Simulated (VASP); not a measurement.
Energy against volume of Li2S (antifluorite). Computed with vdW-DF2, VASP's PBE PAW potentials (set 64) (plane waves; VASP).

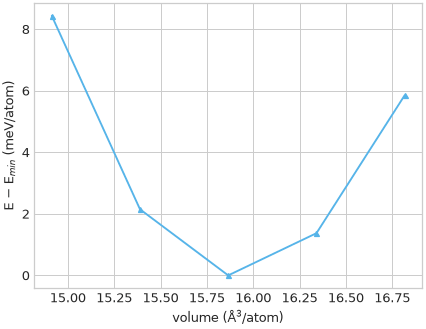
Fig. 1. Energy against volume

Problem. Estimate the equilibrium volume and the bulk modulus.

Solution. The minimum lies near 15.9 Å³/atom, and the curvature gives B0 of about 39 GPa.

Measured: a 5.716 Å at 293 K (computed value off by +0.7 %), as given by F. Kubel et al., Zeitschrift für Kristallographie - New Crystal Structures (1999), doi:10.1515/ncrs-1999-0303. The calculation is for a static lattice, while the measured a holds thermal and zero-point effects, which are part of the difference.

The compound is Li2S in the antifluorite structure. It was relaxed first.
